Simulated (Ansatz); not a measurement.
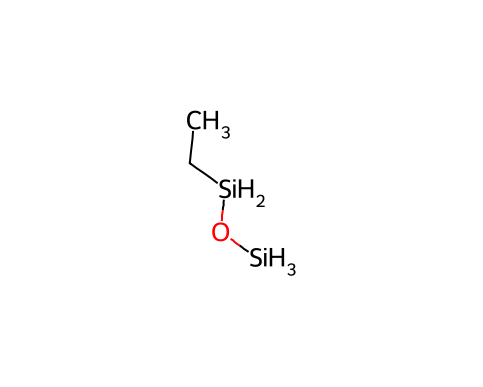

The drawing above gives the connectivity. Computed geometry: PBE0-D4/def2-TZVP optimisation. No frequency run is at hand to confirm it as a minimum.

What does the molecule look like in three dimensions?

The molecule is C₂H₁₀OSi₂. Its SMILES string is `CC[SiH2]O[SiH3]`. It has no ring. Among its groups: Si–H bond, Si–O bond. This geometry has C1 symmetry. Coordination: 2 C tetrahedral; 2 Si tetrahedral; 1 O bent.

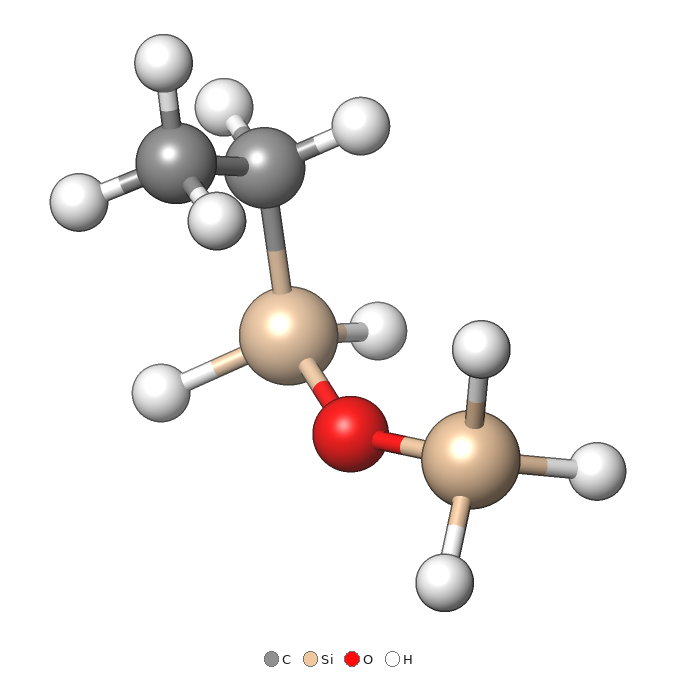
